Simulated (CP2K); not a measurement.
**A workflow on SiH3Te (SMILES [SiH3][Te])**

We compute a structure relaxation (PM6), then molecular dynamics (PM6) of SiH3Te. 

The results are computed with CP2K 2026.2.

2 further runs of the same task are left out: 2 that didn't finish.

**1. Starting point**

SiH3Te has 5 atoms, charge 0, and is taken as a doublet. SMILES: `[SiH3][Te]`. Geometry: a GFN2-xTB relaxation, a rough one for these elements and not checked as a minimum. The run starts from this shape.

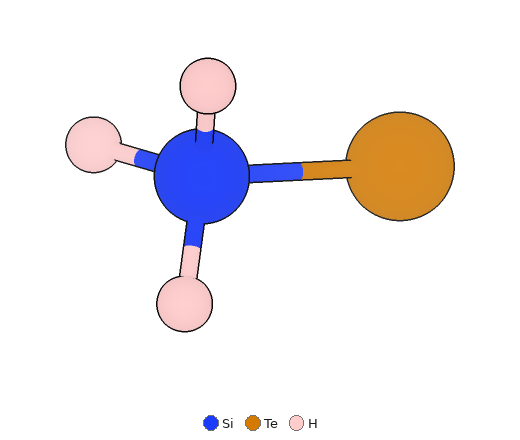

Viewed from a chosen angle; silicon blue, tellurium orange, hydrogen pink.

**2. A structure relaxation at PM6 (run 1)**

The input, qs.inp:

```
&GLOBAL
 PROJECT_NAME qs
 RUN_TYPE GEO_OPT
 PRINT_LEVEL LOW
&END GLOBAL

&FORCE_EVAL
 METHOD QUICKSTEP
 &DFT
  MULTIPLICITY 2
  SPIN_POLARIZED T
  &QS
   METHOD PM6
   EPS_DEFAULT 1.0E-10
   &SE
    &COULOMB
     CUTOFF [angstrom] 50
     RC_RANGE [angstrom] 0
    &END COULOMB
    &EXCHANGE
     CUTOFF [angstrom] 50
     RC_RANGE [angstrom] 0
    &END EXCHANGE
   &END SE
  &END QS
  &POISSON
   PERIODIC NONE
   POISSON_SOLVER ANALYTIC
  &END POISSON
  # self-consistent field
  &SCF
   SCF_GUESS ATOMIC
   EPS_SCF 1.0E-06
   MAX_SCF 40
   &OT
    MINIMIZER CG
    PRECONDITIONER FULL_SINGLE_INVERSE
   &END OT
   &OUTER_SCF
    EPS_SCF 1.0E-06
    MAX_SCF 10
   &END OUTER_SCF
  &END SCF
  # extra output
  &PRINT
   &MOMENTS
    PERIODIC F
    REFERENCE COM
    MAX_MOMENT 1
   &END MOMENTS
   &MULLIKEN OFF
   &END MULLIKEN
   &HIRSHFELD OFF
   &END HIRSHFELD
  &END PRINT
 &END DFT
 &SUBSYS
  # box in angstrom
  &CELL
   ABC 13.1 12.3 12.2
   PERIODIC NONE
  &END CELL
  &COORD
   SCALED T
   Si   0.45816756   0.48435894   0.50211557
   Te   0.61842863   0.40512561   0.57265000
   H    0.38157137   0.48688008   0.58873197
   H    0.41986527   0.41910366   0.41126803
   H    0.47645763   0.59487439   0.46372951
  &END COORD
 &END SUBSYS
&END FORCE_EVAL

&MOTION
 &GEO_OPT
  OPTIMIZER BFGS
  MAX_ITER 100
  MAX_FORCE 4.5E-04
  RMS_FORCE 3.0E-04
 &END GEO_OPT
 # extra output
 &PRINT
  &TRAJECTORY
   &EACH
    GEO_OPT 1
   &END EACH
  &END TRAJECTORY
  &FORCES ON
   &EACH
    GEO_OPT 1
   &END EACH
  &END FORCES
  &RESTART OFF
  &END RESTART
  &RESTART_HISTORY OFF
  &END RESTART_HISTORY
 &END PRINT
&END MOTION
```

Run with:

```bash
$ OMP_NUM_THREADS=1 cp2k.psmp -i qs.inp -o qs.out
```

Output:

```text
CP2K| version string:                                       CP2K version 2026.2
[...]
 GLOBAL| Method name                                                        CP2K
[...]
 GLOBAL| Run type                                                        GEO_OPT
[...]
                             - Atoms:                                          5
[...]
                             - Spherical basis functions:                     16
[...]
 Number of electrons:                                                          7
[...]
     1 OT CG       0.80E-01    0.0     0.31904720       -13.3331522593 -1.33E+01
[...]
  *** SCF run converged in     7 steps ***
[...]
 ENERGY| Total FORCE_EVAL ( QS ) energy [hartree]            -15.503717150540512
[...]
 OPT| Step number                                                              0
[...]
 OPT| Total energy [hartree]                                      -15.5037171505
[...]
 OPT| Step number                                                              5
[...]
 OPT| Total energy [hartree]                                      -16.0900263752
[...]
 OPT| Step number                                                              6
[...]
 OPT| Total energy [hartree]                                      -16.0900271646
[...]
 ***                    GEOMETRY OPTIMIZATION COMPLETED                      ***
[...]
    17 OT CG       0.19E+00    0.0     0.00000097       -16.0900271646 -1.72E-10
  *** SCF run converged in    17 steps ***
  Core-core repulsion energy [eV]:                            310.81456794741177
  Core Hamiltonian energy [eV]:                              -615.12329170437476
  Two-electron integral energy [eV]:                         -267.04636336166072
  Electronic energy [eV]:                                    -748.64647338520513
  Total energy [eV]:                                         -437.83190543779330
  Atomic reference energy [eV]:                               416.31549226409902
  Heat of formation [kcal/mol]:                              -496.18031447515244
[...]
 SE_DIPOLE| Moment [Debye]         -1.90535554       0.88464821      -0.78172033
 SE_DIPOLE| Derivative [a.u.]       0.00000000       0.00000000       0.00000000
 ENERGY| Total FORCE_EVAL ( QS ) energy [hartree]            -16.090027164579588
[...]
```

Run time: 12 s. Hardware: 1 thread of Arm Neoverse N1, shared host; peak memory 0.14 GiB.

**3. Molecular dynamics at PM6 (NVE dynamics) (run 2)**

The input, job.py:

```python
import numpy as np
from ase import Atoms
from ase.calculators.cp2k import CP2K
from ase import units
from ase.md.verlet import VelocityVerlet
from ase.md.velocitydistribution import MaxwellBoltzmannDistribution, Stationary, ZeroRotation

atoms = Atoms(['Si', 'Te', 'H', 'H', 'H'],
              positions=[(6.364494, 5.789340, 6.274262),
                         (7.572227, 5.228483, 6.769953),
                         (5.097208, 5.975181, 7.114004),
                         (5.561599, 5.202917, 5.109268),
                         (6.248269, 7.205306, 5.702142)])
atoms.set_cell([12.5, 12.0, 12.0])
atoms.center()
cp2k_input = """
&FORCE_EVAL
    METHOD QUICKSTEP
    &DFT
        CHARGE 0
        MULTIPLICITY 2
        UNRESTRICTED_KOHN_SHAM T
        &QS
            METHOD PM6
            EPS_DEFAULT 1.0E-10
            &SE
                &COULOMB
                    CUTOFF [angstrom] 50
                    RC_RANGE [angstrom] 0
                &END COULOMB
                &EXCHANGE
                    CUTOFF [angstrom] 50
                    RC_RANGE [angstrom] 0
                &END EXCHANGE
            &END SE
        &END QS
        # cluster boundary conditions
        &POISSON
            PERIODIC NONE
            POISSON_SOLVER ANALYTIC
        &END POISSON
        # self-consistent field
        &SCF
            SCF_GUESS ATOMIC
            EPS_SCF 1.0E-06
            MAX_SCF 100
            ADDED_MOS 2
            &DIAGONALIZATION
                ALGORITHM STANDARD
            &END DIAGONALIZATION
            &MIXING
                METHOD DIRECT_P_MIXING
                ALPHA 0.4
            &END MIXING
        &END SCF
        # extra output
        &PRINT
            &MOMENTS
                PERIODIC F
                REFERENCE COM
                MAX_MOMENT 1
            &END MOMENTS
            &MULLIKEN OFF
            &END MULLIKEN
            &HIRSHFELD OFF
            &END HIRSHFELD
        &END PRINT
    &END DFT
    &SUBSYS
    &END SUBSYS
&END FORCE_EVAL
"""
cp2k = CP2K(command="cp2k.psmp -s", label="calc", inp=cp2k_input, basis_set=None, basis_set_file=None, potential_file=None, pseudo_potential=None, xc=None, cutoff=None, max_scf=None, charge=None, uks=False,
            force_eval_method=None, print_level="LOW", poisson_solver=None, stress_tensor=False)
atoms.calc = cp2k
MaxwellBoltzmannDistribution(atoms, temperature_K=300, rng=np.random.default_rng(7481))
Stationary(atoms)
ZeroRotation(atoms)
dyn = VelocityVerlet(atoms, timestep=1 * units.fs, trajectory="md.traj")
def report():
    print(f"{dyn.nsteps:4d} {atoms.get_potential_energy():16.6f} {atoms.get_kinetic_energy():10.6f} {atoms.get_temperature():8.1f}")
dyn.attach(report)
print("step   Epot/eV   Ekin/eV   T/K")
dyn.run(80)
```

Run with:

```bash
$ OMP_NUM_THREADS=1 python job.py
```

Output:

```text
job.py:76: DeprecationWarning: Use thermalize_momenta
  MaxwellBoltzmannDistribution(atoms, temperature_K=300, rng=np.random.default_rng(7481))

Program received signal SIGABRT: Process abort signal.

Backtrace for this error:
#0  0x50031d98f957 in ???
#1  0x50033e244cac in __pthread_kill_implementation
#2  0x50033e1ebfb7 in raise
#3  0x50033e1d5d37 in abort
#4  0x50031e062d83 in ???
#5  0x50031e064297 in ???
#6  0x50031ef399ab in ???
#7  0x50031ef43c7b in ???
#8  0x50031edb555b in ???
#9  0x50031dc44d13 in ???
#10  0x50031da3a0cf in ???
#11  0x50031da35f43 in ???
#12  0x50031e31dfeb in ???
#13  0x50031da30dc7 in ???
#14  0x50031da2ef13 in ???
#15  0x50033e1d6573 in __libc_start_call_main
#16  0x50033e1d6657 in __libc_start_main_impl
#17  0x50031da2f06f in ???
#18  0xffffffffffffffff in ???
Aborted
step   Epot/eV   Ekin/eV   T/K
AssertionError
<dir> RuntimeWarning: CP2K-shell not ready, sending SIGTERM.
```

calc.out:

```text
CP2K| version string:                                       CP2K version 2026.2
 CP2K| Input file name                                                  calc.inp

 GLOBAL| Basis set file name                                           BASIS_SET
 GLOBAL| Potential file name                                           POTENTIAL
 GLOBAL| Coordinate file name                                      __STD_INPUT__
 GLOBAL| Method name                                                        CP2K
 GLOBAL| Project name                                                       calc
 GLOBAL| Run type                                                   ENERGY_FORCE
 GLOBAL| FFT library                                                       FFTW3
 GLOBAL| Diagonalization library                                       ScaLAPACK
 GLOBAL| Global print level                                                  LOW
 GLOBAL| Total number of message passing processes                             1
 GLOBAL| Number of threads for this process                                    1
 GLOBAL| CPU model name                                                  UNKNOWN

 GENERATE|  Preliminary Number of Bonds generated:                             0
 GENERATE|  Achieved consistency in connectivity generation.

 *** WARNING in qs_kind_types.F:2264 :: Information provided in the input ***
 *** file regarding BASIS for KIND <Si> will be ignored!                  ***

 *** WARNING in qs_kind_types.F:2264 :: Information provided in the input ***
 *** file regarding BASIS for KIND <Te> will be ignored!                  ***

 *** WARNING in qs_kind_types.F:2264 :: Information provided in the input ***
 *** file regarding BASIS for KIND <H> will be ignored!                   ***

                                   2008 - 2015

[... 59 lines left out ...]
  Step     Update method      Time    Convergence         Total energy    Change
[... 91 lines left out ...]
    91 DIIS/Diag.  0.14E-05    0.0     0.00000284       -16.0284613802 -1.06E-10
    92 DIIS/Diag.  0.14E-05    0.0     0.00000288       -16.0284613803 -1.08E-10
    93 DIIS/Diag.  0.14E-05    0.0     0.00000293       -16.0284613804 -1.10E-10
    94 DIIS/Diag.  0.14E-05    0.0     0.00000299       -16.0284613805 -1.11E-10
    95 DIIS/Diag.  0.14E-05    0.0     0.00000305       -16.0284613807 -1.14E-10
    96 DIIS/Diag.  0.15E-05    0.0     0.00000312       -16.0284613808 -1.16E-10
    97 DIIS/Diag.  0.15E-05    0.0     0.00000320       -16.0284613809 -1.19E-10
    98 DIIS/Diag.  0.15E-05    0.0     0.00000329       -16.0284613810 -1.22E-10
    99 DIIS/Diag.  0.16E-05    0.0     0.00000339       -16.0284613811 -1.27E-10
   100 DIIS/Diag.  0.16E-05    0.0     0.00000351       -16.0284613813 -1.32E-10

  Leaving inner SCF loop after reaching   100 steps.

  Core-core repulsion energy [eV]:                            310.81459383214286
  Core Hamiltonian energy [eV]:                              -620.12610620939461
  Two-electron integral energy [eV]:                         -253.69020579721965
  Electronic energy [eV]:                                    -746.97120910800436

  Total energy [eV]:                                         -436.15661527586161

  Atomic reference energy [eV]:                               416.31549226409902
  Heat of formation [kcal/mol]:                              -457.54720250272339

 *******************************************************************************
 *   ___                                                                       *
 *  /   \                                                                      *
 * [ABORT]                                                                     *
 *  \___/     SCF run NOT converged. To continue the calculation regardless,   *
 *    |             please set the keyword IGNORE_CONVERGENCE_FAILURE.         *
 *  O/|                                                                        *
 * /| |                                                                        *
 * / \                                                            qs_scf.F:702 *
 *******************************************************************************

 ===== Routine Calling Stack =====

            4 scf_env_do_scf
            3 qs_energies
            2 qs_forces
            1 CP2K
```

It took 1.6 s on 1 thread of Arm Neoverse N1, shared host; peak memory 0.14 GiB.

The run stopped without converging.

**4. Summary of results**

```
  quantity                                                                value
run 1, PM6  no result (a known fault or a wrong state: its values are left out)
run 2, PM6                                            no result (not converged)
```

**Reading.** 1 of the 2 runs did not end normally. 1 of the 2 runs ended normally but are set aside, since settings or state are in doubt.
